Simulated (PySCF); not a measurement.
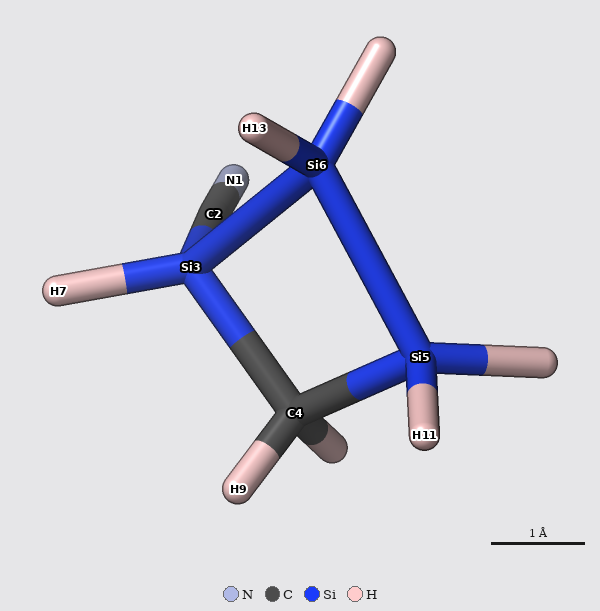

**Figure 1.** The structure as given in the input (stick view, seen at a tilt; atoms are numbered from 1 in the order of the input). Bond lengths as drawn: C–H 1.10 Å, C–N 1.12 Å, C–Si 1.85 to 1.96 Å, H–Si 1.45 to 1.47 Å and Si–Si 2.36 Å.

# Geometry relaxation of C$_{2}$H$_{7}$NSi$_{3}$

The run: geometry relaxation of C$_{2}$H$_{7}$NSi$_{3}$. Method and program: PBE0-D3(BJ)/def2-SVP geometry optimisation, gas phase (PySCF 2.14.0).

## The input
```
{"job": {"xc": "PBE0", "basis": "def2-SVP", "d3": "d3bj", "grid": 1, "shake": 0.01, "kind": "geom"}, "charge": 0, "multiplicity": 1}
N     -3.128630     1.009430    -1.396690
C     -2.399860     0.697290    -0.606340
Si    -1.119270     0.213290     0.641170
C     -0.117170    -1.310890    -0.064130
Si     1.608200    -0.611780    -0.448060
Si     0.896790     1.438000     0.481740
H     -1.898380    -0.079790     1.841970
H     -0.615060    -1.728640    -0.948170
H     -0.112510    -2.122990     0.680850
H      1.911140    -0.665520    -1.860810
H      2.651280    -1.381170     0.247610
H      0.884700     2.645980    -0.335730
H      1.444590     1.879910     1.756270
```

The first line tells a small driver script what to run in PySCF; the rest is the geometry in Å.

Machine: 1 CPU thread, shared host.

Run as:
```bash
OMP_NUM_THREADS=1 python <driver script> task.json out
```

## Log
```
step   0  E = -1002.74053865  max force = 0.080075
step   1  E = -1002.75153185  max force = 0.010868
step   2  E = -1002.75226736  max force = 0.003612
step   3  E = -1002.75253480  max force = 0.001895
step   4  E = -1002.75260683  max force = 0.001359
step   5  E = -1002.75273766  max force = 0.001113
step   6  E = -1002.75285598  max force = 0.001586
step   7  E = -1002.75309451  max force = 0.003392
step   8  E = -1002.75332350  max force = 0.004670
step   9  E = -1002.75369129  max force = 0.004119
step  10  E = -1002.75416194  max force = 0.001377
step  11  E = -1002.75431444  max force = 0.001828
step  12  E = -1002.75450967  max force = 0.001939
step  13  E = -1002.75456649  max force = 0.001327
step  14  E = -1002.75461589  max force = 0.000831
step  15  E = -1002.75464210  max force = 0.000675
step  16  E = -1002.75465698  max force = 0.000553
step  17  E = -1002.75466250  max force = 0.000386
optimisation converged
```

## Trajectory as extended XYZ (Å, eV, eV/Å), 8 of the 18 frames kept, from step=0 to step=17
```
13
Properties=species:S:1:pos:R:3:forces:R:3 step=0 energy=-27285.95988
N    -3.1286    1.0094   -1.3967   -3.8719   1.6084  -4.1176
C    -2.3999    0.6973   -0.6063    3.8717  -1.4166   3.9188
Si   -1.1193    0.2133    0.6412    0.9015  -0.7686  -0.9056
C    -0.1172   -1.3109   -0.0641   -0.8255   0.0861   0.3182
Si    1.6082   -0.6118   -0.4481   -0.6662   0.0362   0.8279
Si    0.8968    1.4380    0.4817   -0.1824  -0.1086  -0.0957
H    -1.8984   -0.0798    1.8420   -0.1156   0.0089   0.6106
H    -0.6151   -1.7286   -0.9482   -0.0910  -0.0631  -0.1805
H    -0.1125   -2.1230    0.6808    0.1371  -0.0198   0.0483
H     1.9111   -0.6655   -1.8608    0.1698   0.1738  -0.9485
H     2.6513   -1.3812    0.2476    0.3988  -0.0681   0.3158
H     0.8847    2.6460   -0.3357   -0.0976   0.5090  -0.5644
H     1.4446    1.8799    1.7563    0.3713   0.0225   0.7728
13
Properties=species:S:1:pos:R:3:forces:R:3 step=2 energy=-27286.27903
N    -2.9227    1.3168   -1.6516    0.1149   0.0193   0.1017
C    -2.2000    0.9873   -0.8038   -0.1240  -0.0457  -0.1417
Si   -1.0449    0.3795    0.5178    0.0157  -0.0456   0.1858
C    -0.3719   -1.3427    0.0660   -0.0112   0.0152  -0.0481
Si    1.4404   -0.8807   -0.3441    0.0288   0.1421  -0.0585
Si    1.1009    1.3513    0.3835   -0.0499   0.0188  -0.0038
H    -1.8040    0.4242    1.8028   -0.0296   0.0247  -0.0331
H    -0.9051   -1.8220   -0.7702   -0.0003  -0.0027   0.0076
H    -0.4389   -2.0209    0.9321    0.0195   0.0015   0.0157
H     1.7265   -0.9622   -1.8092   -0.0054  -0.0487   0.0082
H     2.4570   -1.6691    0.4162   -0.0029  -0.0325  -0.0147
H     1.2337    2.4863   -0.5770    0.0621  -0.0338  -0.0288
H     1.7048    1.7174    1.7012   -0.0178  -0.0125   0.0096
13
Properties=species:S:1:pos:R:3:forces:R:3 step=5 energy=-27286.29183
N    -2.8390    1.3480   -1.6659    0.0129  -0.0164   0.0202
C    -2.1759    0.9607   -0.7954    0.0046   0.0152  -0.0242
Si   -1.0582    0.3567    0.5643   -0.0025   0.0131   0.0007
C    -0.3632   -1.3500    0.0997    0.0017  -0.0022  -0.0187
Si    1.4232   -0.8476   -0.3893   -0.0115  -0.0572   0.0149
Si    1.0736    1.3590    0.3919    0.0258  -0.0011  -0.0273
H    -1.8478    0.4259    1.8280   -0.0098  -0.0025  -0.0057
H    -0.9256   -1.8436   -0.7083   -0.0005  -0.0177   0.0113
H    -0.3657   -2.0293    0.9683    0.0099   0.0219   0.0102
H     1.6458   -0.9409   -1.8643   -0.0118   0.0287  -0.0007
H     2.4697   -1.6560    0.3099    0.0010   0.0085  -0.0022
H     1.2378    2.4798   -0.5798   -0.0282   0.0225   0.0250
H     1.7013    1.7024    1.7046    0.0085  -0.0127  -0.0036
13
Properties=species:S:1:pos:R:3:forces:R:3 step=7 energy=-27286.30154
N    -2.6384    1.3694   -1.7301    0.0558  -0.1524   0.1580
C    -2.0879    0.9170   -0.8118   -0.0480   0.1744  -0.1584
Si   -1.0675    0.3232    0.6269    0.0000  -0.0058   0.0839
C    -0.3482   -1.3763    0.1872   -0.0060  -0.0074  -0.0810
Si    1.3588   -0.8085   -0.4862   -0.0031  -0.0387  -0.0215
Si    1.0375    1.3626    0.4094    0.0991  -0.0448  -0.0444
H    -1.9164    0.4172    1.8508   -0.0201   0.0000  -0.0350
H    -0.9742   -1.9322   -0.5282    0.0465  -0.0488  -0.0030
H    -0.2135   -2.0130    1.0782   -0.0197   0.0797   0.0306
H     1.4208   -0.8425   -1.9798   -0.0377   0.0289   0.0209
H     2.5002   -1.6091    0.0566   -0.0121   0.0045   0.0086
H     1.1467    2.5377   -0.5037   -0.0322   0.0192   0.0377
H     1.7582    1.6196    1.6944   -0.0225  -0.0090   0.0036
13
Properties=species:S:1:pos:R:3:forces:R:3 step=10 energy=-27286.33058
N    -2.4577    1.2329   -1.8255   -0.0558  -0.0164  -0.0593
C    -1.9652    0.8563   -0.8448    0.0551   0.0492   0.0708
Si   -1.0507    0.3194    0.6887   -0.0501  -0.0658  -0.0096
C    -0.3090   -1.3790    0.2928    0.0006   0.0337  -0.0306
Si    1.2391   -0.7561   -0.6445    0.0510   0.0699   0.0439
Si    1.0540    1.3434    0.4447   -0.0504  -0.0022   0.0116
H    -2.0035    0.4300    1.8300    0.0005   0.0107   0.0090
H    -0.9622   -2.0772   -0.2520   -0.0003  -0.0100   0.0231
H     0.0130   -1.8598    1.2324    0.0178  -0.0053   0.0124
H     1.0023   -0.6599   -2.1137   -0.0070  -0.0159  -0.0145
H     2.4742   -1.5495   -0.3659    0.0052  -0.0223  -0.0443
H     1.0760    2.6475   -0.2769    0.0630  -0.0163  -0.0359
H     1.8656    1.4171    1.6984   -0.0295  -0.0093   0.0235
13
Properties=species:S:1:pos:R:3:forces:R:3 step=12 energy=-27286.34005
N    -2.5324    1.1542   -1.8288   -0.0168   0.0333  -0.0342
C    -1.9897    0.8485   -0.8498    0.0206  -0.0635   0.0445
Si   -1.0561    0.3283    0.6787   -0.0098   0.0362  -0.0997
C    -0.2895   -1.3613    0.2976    0.0049  -0.0090   0.0139
Si    1.2436   -0.7350   -0.6638    0.0138  -0.0296   0.0570
Si    1.0616    1.3394    0.4571   -0.0567   0.0320   0.0056
H    -2.0118    0.4501    1.8163    0.0266  -0.0092   0.0273
H    -0.9302   -2.0951   -0.2139   -0.0155   0.0001   0.0141
H     0.0583   -1.8035    1.2483    0.0064  -0.0088  -0.0038
H     0.9647   -0.6240   -2.1253   -0.0041   0.0212  -0.0027
H     2.4742   -1.5531   -0.4396    0.0035   0.0011  -0.0267
H     1.1588    2.6446   -0.2562    0.0208   0.0020   0.0041
H     1.8244    1.3719    1.7432    0.0062  -0.0059   0.0007
13
Properties=species:S:1:pos:R:3:forces:R:3 step=15 energy=-27286.34365
N    -2.5691    1.0911   -1.8448    0.0208   0.0057   0.0261
C    -2.0097    0.8043   -0.8689   -0.0347  -0.0205  -0.0275
Si   -1.0603    0.3254    0.6597   -0.0063   0.0140   0.0182
C    -0.2672   -1.3590    0.3141    0.0173  -0.0059   0.0077
Si    1.2457   -0.7180   -0.6686    0.0006   0.0006  -0.0057
Si    1.0481    1.3516    0.4602    0.0328  -0.0162  -0.0239
H    -1.9988    0.4490    1.8118   -0.0008   0.0010  -0.0037
H    -0.9043   -2.1165   -0.1665    0.0131  -0.0010  -0.0148
H     0.1014   -1.7703    1.2710   -0.0137   0.0093   0.0065
H     0.9261   -0.5736   -2.1200   -0.0081   0.0018   0.0047
H     2.4863   -1.5352   -0.5057    0.0008   0.0037   0.0028
H     1.1892    2.6601   -0.2392   -0.0098   0.0039   0.0057
H     1.7885    1.3562    1.7606   -0.0119   0.0037   0.0038
13
Properties=species:S:1:pos:R:3:forces:R:3 step=17 energy=-27286.34421
N    -2.5935    1.0558   -1.8472   -0.0106  -0.0045  -0.0164
C    -2.0294    0.7669   -0.8751    0.0072   0.0088   0.0166
Si   -1.0630    0.3170    0.6510    0.0073  -0.0139   0.0173
C    -0.2447   -1.3602    0.3231   -0.0004   0.0058   0.0018
Si    1.2572   -0.7078   -0.6666   -0.0051   0.0198  -0.0067
Si    1.0364    1.3637    0.4504    0.0090  -0.0071  -0.0069
H    -1.9937    0.4367    1.8095   -0.0087   0.0003  -0.0057
H    -0.8672   -2.1308   -0.1558    0.0040  -0.0031   0.0000
H     0.1214   -1.7550    1.2877    0.0007  -0.0035   0.0015
H     0.9158   -0.5622   -2.1130    0.0023  -0.0086  -0.0017
H     2.5087   -1.5103   -0.5184    0.0024   0.0014   0.0016
H     1.1689    2.6762   -0.2428   -0.0025   0.0007  -0.0030
H     1.7590    1.3752    1.7610   -0.0055   0.0041   0.0017
```

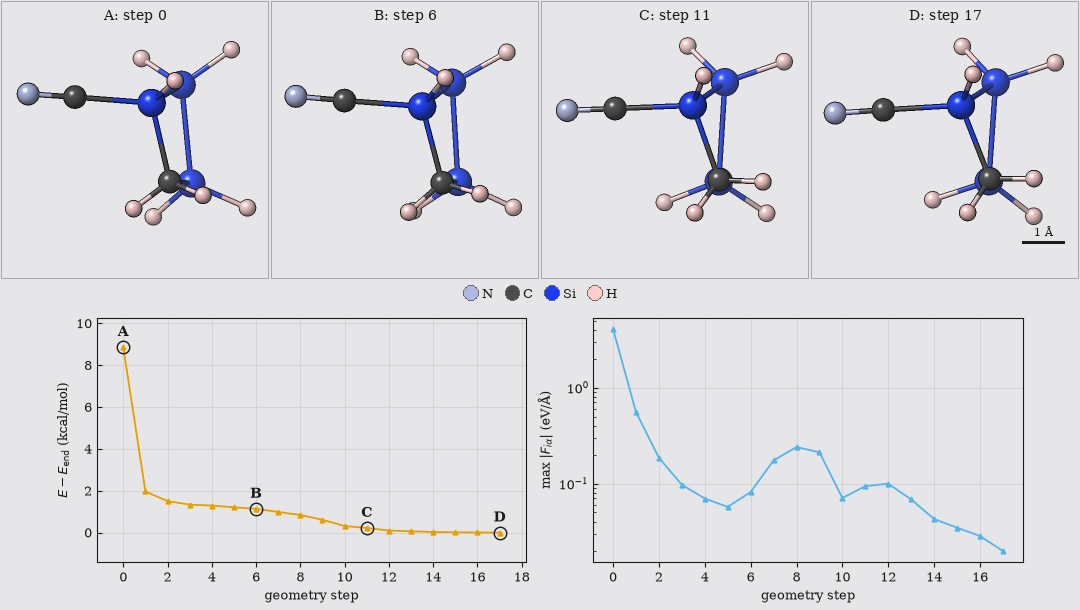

**Figure 2.** Frames of the relaxation (ball-and-stick view, seen at a tilt) above the curves, on which the letters mark them (steps are counted from 0).

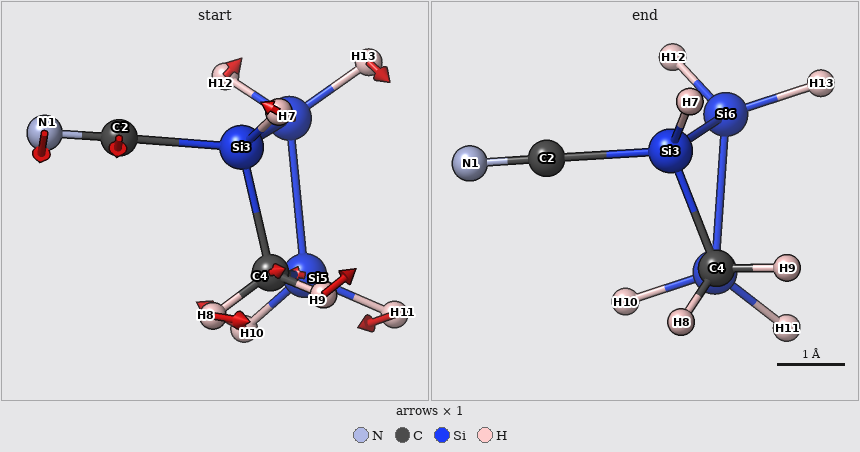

**Figure 3.** Before (left) and after (right) the relaxation, at one scale (ball-and-stick view, seen at a tilt). The red arrows give the displacements, at true length. The atom that moves furthest after the best rigid fit is H10 (0.92 Å). By element the largest moves are H 0.92 Å, N 0.77 Å, C 0.50 Å, Si 0.31 Å. Among the contacts that change: Si3–C4 1.956 → 1.895 Å, Si5–H10 1.446 → 1.493 Å, N1–C2 1.119 → 1.160 Å, Si6–H13 1.456 → 1.497 Å. Among the angles that change: Si6–Si5–H10 118.7° → 110.5°, Si5–Si6–H13 119.7° → 112.1°, C2–Si3–Si6 114.1° → 106.6°. After 17 geometry steps the energy has fallen by 8.86 kcal/mol. Largest force component: 4.1 eV/Å at the start, 0.02 eV/Å at the end. (Atoms are counted from 1 in the order of the input.)

## Key numbers

```csv
quantity,value
outcome,converged
total energy,−1002.754663 hartree
dipole moment,3.83 D
point group,C1
wall time,2.4 min
peak memory,0.52 GiB
```
